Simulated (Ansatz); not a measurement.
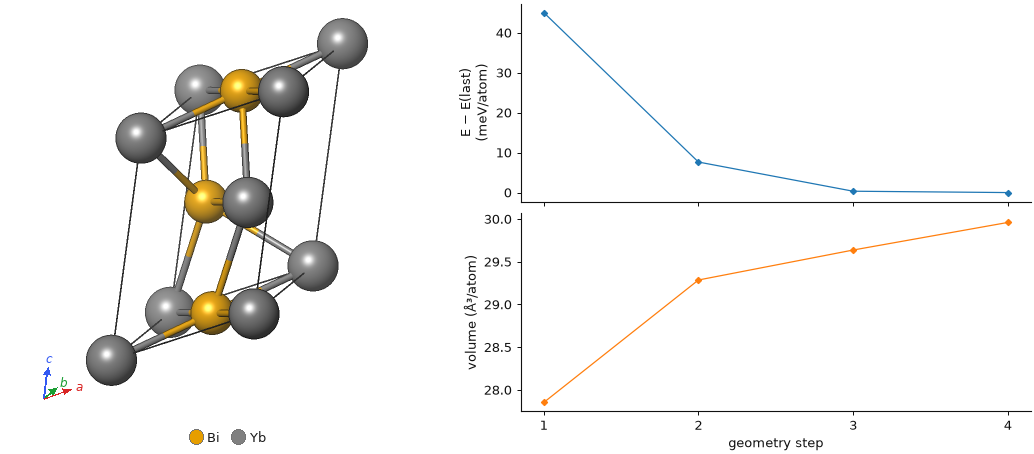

Beside the plot: the structure at the start.

History of a geometry optimisation. Atoms and cell relax. A closing SCF on a freshly chosen basis isn't drawn.

```
crystal:
  lattice:
    - [0.0, 4.59478445, 0.0]
    - [4.59478445, 0.0, 0.0]
    - [2.29739222, 2.29739222, -5.27712898]
  atoms:
    - { symbol: Bi, position: [0.5, 0.5, 0.0] }
    - { symbol: Bi, position: [0.25, 0.75, 0.5] }
    - { symbol: Yb, position: [0.0, 0.0, 0.0] }
    - { symbol: Yb, position: [0.75, 0.25, 0.5] }
kpoints:
  mp_grid: { grid: [4, 4, 4], shift: [0, 0, 0] }
magnetization:
  spin_polarized: true
scf:
  occupations: { method: fermi_dirac }
  lower_state_search: light
  mixing: { algorithm: broyden, beta: 0.1 }
hamiltonian:
  pseudopotentials: { kind: paw }
  xc: pbe
basis:
  ecutwfc: 420
output:
  forces: true
  stress: true
  eigenvalues: true
relax:
  max_steps: 40
  cell: {}
  f_tol: 0.02
  max_displacement: 0.1
```

Launched with:
```bash
ansatz run input.yaml --threads 1 --pin off --max-ram 2560MiB --backend cpu --events-out ev --progress --plain --runs-dir out
```

Q: How did it end, and what did it gain?

A: The optimisation met its thresholds at geometry 4, counting the start as the first. The energy fell by about 45 meV/atom from the first step to the last. All forces vanish by symmetry, so only the cell moves.

Q: What happens to the cell?

A: The volume grows from 27.9 to 30.0 Å³ per atom (+8 %). The start was compressed.
